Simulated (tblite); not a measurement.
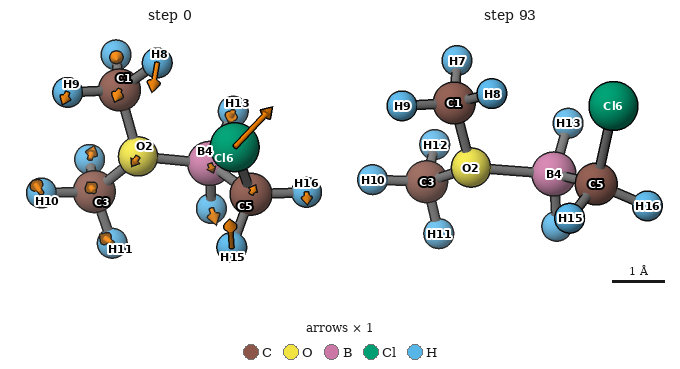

The structure of C3H10BClO before (left) and after (right) a relaxation, at one scale. The orange arrows give the displacements, at their true length.

Style: ball-and-stick. Shown at a tilt.

All numbers below come from tblite, GFN2-xTB geometry optimisation, gas phase. 

Question: Describe what moved and what it gained.

Answer: The atom that moves furthest after the best rigid fit is the Cl atom (1.19 Å). Largest moves by element: Cl 1.19 Å, H 0.85 Å, C 0.39 Å, O 0.26 Å, B 0.22 Å. Near-neighbour distances that change, for instance: B–O 1.450 → 1.653 Å, C–H 1.136 → 1.094 Å, C–Cl 1.757 → 1.799 Å, C–O 1.374 → 1.416 Å. Bond angles that change, for instance: O–C–H 115.5° → 107.6°, B–C–H 106.3° → 112.7°, Cl–C–H 110.6° → 104.5°. Groups turn about B–O by about 30°, B–C by about 30°. The energy falls by 76.7 kJ/mol in 93 geometry steps. The run took 0.53 s on 1 thread of Intel(R) Xeon(R) Platinum 8559C, on a shared host.
